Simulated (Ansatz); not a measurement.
Pressure series in GeSb2Te4

The reference is GeSb$_{2}$Te$_{4}$ (space group R-3m, No. 166).

```
CELL_PARAMETERS angstrom
      2.12400     1.22629    13.39735
     -2.12400     1.22629    13.39735
      0.00000    -2.45258    13.39735
ATOMIC_POSITIONS crystal
  Ge 0.00000 0.00000 0.00000
  Sb 0.42437 0.42437 0.42437
  Sb 0.57563 0.57563 0.57563
  Te 0.13386 0.13386 0.13386
  Te 0.86614 0.86614 0.86614
  Te 0.29186 0.29186 0.29186
  Te 0.70814 0.70814 0.70814
```

Cell and atoms are relaxed at each pressure.

Method: Ansatz (a first-principles code) PBE-D3(BJ), no spin-orbit coupling.

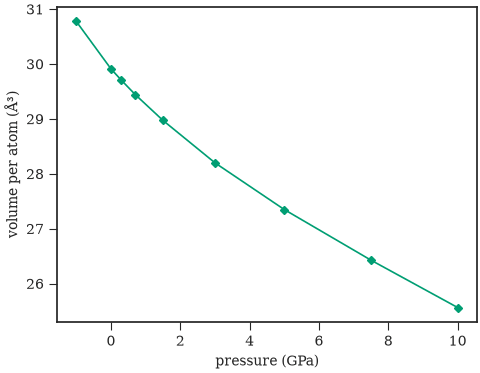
Figure. Volume per atom against pressure

Q: From the plot, what is the volume per atom for pressure 10 GPa?

A: About 25.6 Å³.

Q: Is the trend monotonic over the range shown?

A: Yes, it falls throughout, spanning 25.56 Å³ to 30.77 Å³.

A case with no gap was solved on a k-mesh chosen for an insulator, which is coarse for it. Load acts through the strain it causes; cell and atoms are relaxed under it. Whether these cells are dynamically stable was not tested. Competing high-pressure phases were not computed. The final runs are not spin-polarised. The program warned that a D3 coordination switch lies within reach, so dispersion energies are less smooth here.
